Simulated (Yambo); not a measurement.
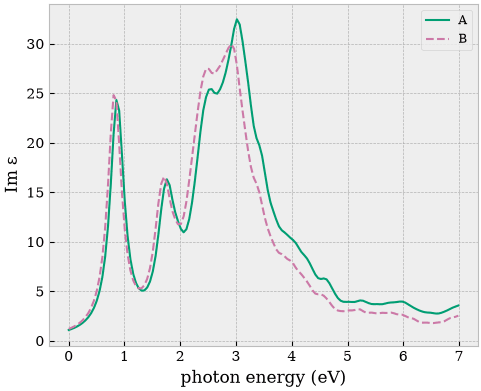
Figure. Two computed absorption spectra of Se (space group P3_121, No. 152) (Yambo, PBE bands with the same scissor, field along x)

Axes are Cartesian, with cell vectors (Å) (4.06, 0.00, 0.00), (-2.03, 3.51, 0.00), (0.00, 0.00, 5.13).

**Question.** Which curve includes the electron-hole attraction (BSE)?

**Answer.** Curve B: the attraction moves weight to lower energy (centre of the plotted range 2.7 eV against 2.9 eV). Settings: 6×6×6 mesh, 6 valence and 6 conduction bands, static screening with 56 bands and a 4 Ry block, scissor 0.37 eV, Tamm-Dancoff. The scissor comes from a G0W0 run whose convergence isn't established. Broadening 0.15 eV. The band window holds all transitions up to 8.6 eV. On this mesh the peak heights and the fine structure are mesh artefacts; only the shift of weight is robust.

Bands and orbitals come from the standard potentials; the scissor and the G0W0 gaps come from a run at the same geometry on the stringent ones, which hold whole semicore shells in the valence.

Spin-orbit coupling is not included.

Geometry relaxed with PBE+D3(BJ); primitive cell a = b = 4.058 Å, c = 5.135 Å, α = β = 90.00°, γ = 120.00°.
